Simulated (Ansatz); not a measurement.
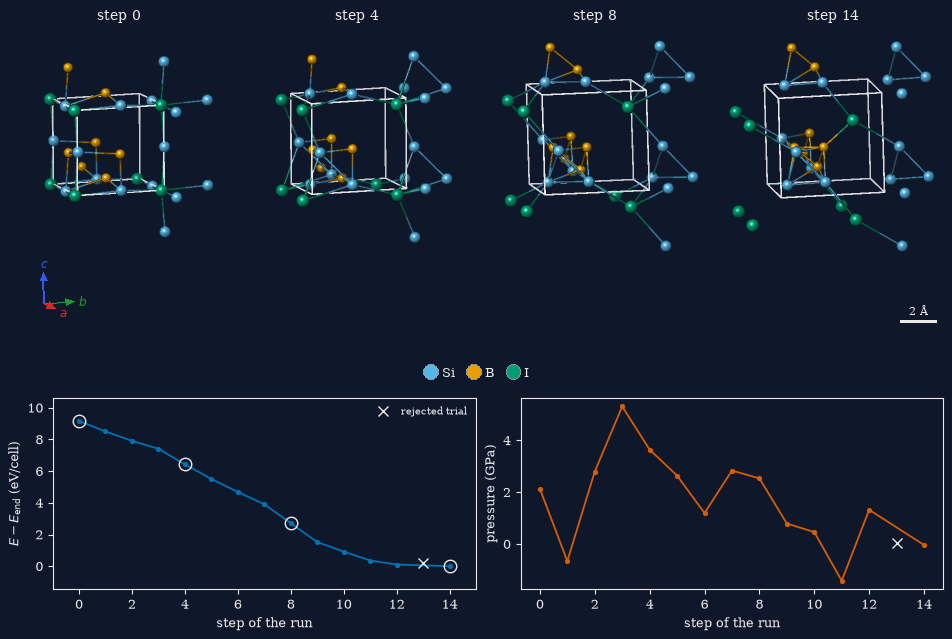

Frames of a relaxation of a crystal of Si3B3I (a generated structure, set up in P1) (coarse preliminary run), marked on the history of the run. A ball-and-stick model of the cell of the calculation, seen slightly off an axis.

All numbers below come from Ansatz 0.2.0, DFT PBE, scalar-relativistic, plane waves, PAW.

The input:
```yaml
crystal:
  lattice:
    - [4.9311805856, 0.0687646744, -0.0526602382]
    - [0.0687646744, 5.0094906109, 0.0650582312]
    - [-0.0526602382, 0.0650582312, 4.8002077063]
  atoms:
    - { symbol: Si, position: [0.4747815317, 1.0127084059, -0.0246005709] }
    - { symbol: Si, position: [0.0134287141, 0.5026709357, 0.0258044909] }
    - { symbol: Si, position: [0.9730231979, 0.0166020658, 0.5026871015] }
    - { symbol: B, position: [0.0239896574, 0.4897517013, 0.4580201626] }
    - { symbol: B, position: [0.5125365111, 1.0365451277, 0.4338627755] }
    - { symbol: B, position: [0.5308383457, 0.4624858173, 0.1120356678] }
    - { symbol: I, position: [-0.0285979579, -0.0207640537, -0.0078096274] }
basis:
  ecutwfc: 420
kpoints:
  mp_grid: { grid: [4, 4, 4] }
hamiltonian:
  xc: pbe
scf:
  occupations: { method: gaussian, width: 0.2 }
  lower_state_search: "off"
output:
  forces: true
  stress: true
  eigenvalues: true
relax:
  adjacent_minimum: "off"
  f_tol: 0.025
  max_steps: 60
  cell: { stress_tol: 0.25 }
```

Command:
```bash
ansatz run input.yaml --threads 1 --pin off --max-ram 2048MiB --backend cpu --events-out ev --progress --plain --runs-dir out
```

### What happens along the run?

The run was cut off at its time limit before the relaxation converged, so the last structure is only a point on the way. The largest move relative to the cell is that of I7, 2.15 Å along [0 −1 −1]. By element the largest moves are I 2.15 Å, B 1.03 Å, Si 0.91 Å. The volume changes by +14.0 %, with a 4.932 → 4.026 Å (−18.4 %), b 5.010 → 6.082 Å (+21.4 %), c 4.801 → 5.596 Å (+16.6 %), α 88.5° → 90.1°, β 91.2° → 96.6°, γ 88.4° → 96.8°. Near-neighbour distances that change, for instance: Si3–I7 2.463 → 4.789 Å, Si2–I7 2.645 → 4.850 Å, B4–B5 3.442 → 1.774 Å, Si3–B4 2.660 → 4.274 Å. New bonds form: B4–B6 (2.92 → 1.66 Å), B4–I7 (3.60 → 2.24 Å), Si2–B6 (2.58 → 2.01 Å), Si3–B5 (2.69 → 2.04 Å). Bonds break: Si1–I7 (2.45 → 3.62 Å), Si1–I7 (2.50 → 3.62 Å), Si2–I7 (2.65 → 4.85 Å), Si3–I7 (2.46 → 4.79 Å). Bond angles that change, for instance: Si2–I7–Si3 96.8° → 159.1°, B4–Si3–I7 98.3° → 137.4°, B4–Si2–I7 94.1° → 128.9°. The space group stays P1 (No. 1). After 13 accepted moves (14 points after the start) the energy has fallen by 9.165 eV per cell of the calculation. The largest force component goes from 1.8 to 0.32 eV/Å. Pressure: 2.13 GPa at the start and −0.04 GPa at the end. The line search rejected the trial step at point 13 of the run. From step 0 to 4: Si1 moves most (0.60 Å), volume +6.6 %, energy −2.738 eV per cell of the calculation. From step 4 to 8: I7 moves most (0.72 Å), volume +5.0 %, energy −3.715 eV per cell of the calculation. From step 8 to 14: I7 moves most (0.85 Å), volume +1.9 %, energy −2.712 eV per cell of the calculation.
